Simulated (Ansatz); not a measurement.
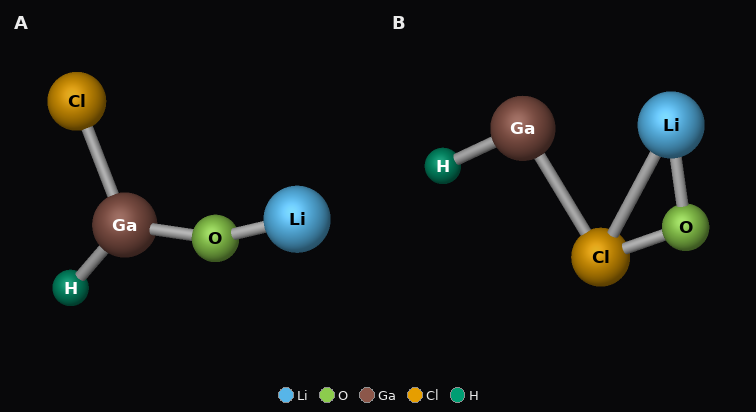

2 stationary structures of one formula. Geometries: PBE0-D4/def2-TZVP. Electronic energies: RHF-CCSD(T) (frozen core)/def2-TZVPP (Ansatz 0.2.0), without zero-point energy. No frequency run is at hand to confirm each as a minimum.

Which structure is the most stable?

Answer. A is lowest (Cs); B lies 428.6 kJ/mol above it (Cs).

Give E(B) − E(A) in kJ/mol at these levels too: PBE0-D4/def2-TZVP; PBE-D4/def2-TZVPP; RHF-CCSD(T) (frozen core)/def2-TZVPP; B3LYP-D4/def2-TZVPP; ωB97M-V/def2-TZVPP; r2SCAN-D4/def2-TZVPP; PBE0-D4/def2-TZVPP.

| level | E(B) − E(A) (kJ/mol) |
| --- | --- |
| PBE0-D4/def2-TZVP | +396.7 |
| PBE-D4/def2-TZVPP | +374.6 |
| RHF-CCSD(T) (frozen core)/def2-TZVPP | +428.6 |
| B3LYP-D4/def2-TZVPP | +392.2 |
| ωB97M-V/def2-TZVPP | +402.4 |
| r2SCAN-D4/def2-TZVPP | +411.3 |
| PBE0-D4/def2-TZVPP | +396.3 |
